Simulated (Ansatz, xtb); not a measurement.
**Ligand exchange: B(CH3)2(NH2) + H3NO → B(CH3)(NH2)2 + CH4O**

Species: B(CH3)2(NH2), singlet; H3NO (hydroxylamine) `NO`, singlet; B(CH3)(NH2)2, singlet; CH4O (methanol) `CO`, singlet. The partners trade CH3 for NH2: B–CH3 and O–NH2 bonds give way to B–NH2 and O–CH3.

Shapes, held fixed at every level: PBE0-D4/def2-TZVP. Flexible molecules stand in one conformer, not always the lowest. Programs: Ansatz 0.2.0, xtb 6.7.1. The zero-point and thermal change to 298 K, harmonic and unscaled (PBE0-D4/def2-TZVP), is +1.6 kJ/mol.

```csv
level,kind,ΔH(298 K) (kJ/mol),less CCSD(T)/CBS estimate
GFN0-xTB,semi-empirical,-189.8,+29.1
r2SCAN-D4/def2-TZVPP,meta-GGA,-214.1,+4.8
PBE0-D4/def2-TZVPP,global hybrid,-212.2,+6.7
r2SCAN0-D4/def2-TZVPP,global hybrid,-220.6,-1.7
MP2/def2-SVP,perturbation theory,-222.2,-3.3
MP2/def2-TZVPP,perturbation theory,-225.5,-6.6
CCSD(T)/def2-TZVPP,coupled cluster or CI,-215.6,+3.3
CCSD(T)/CBS estimate,coupled cluster or CI,-218.9,0.0
```

The highest level, CCSD(T)/CBS estimate, gives ΔH(298 K) = -218.9 kJ/mol; the levels span -225.5 to -189.8. The column of differences is taken from that level and isn't an error. No measured value is set beside it here. The CBS estimate extrapolates MP2 from def2-TZVPP and def2-QZVPP and adds CCSD(T) − MP2 in the triple-zeta set, cores frozen.

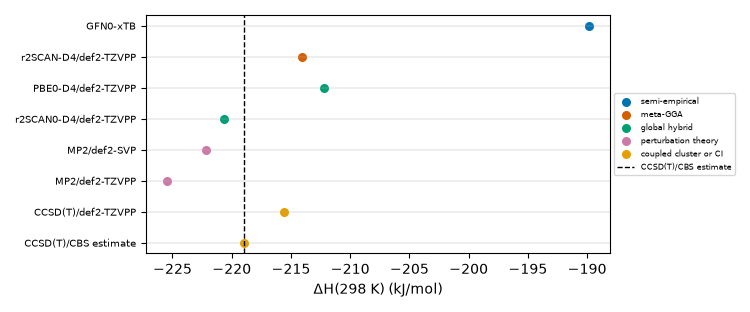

The values of the table, level by level.
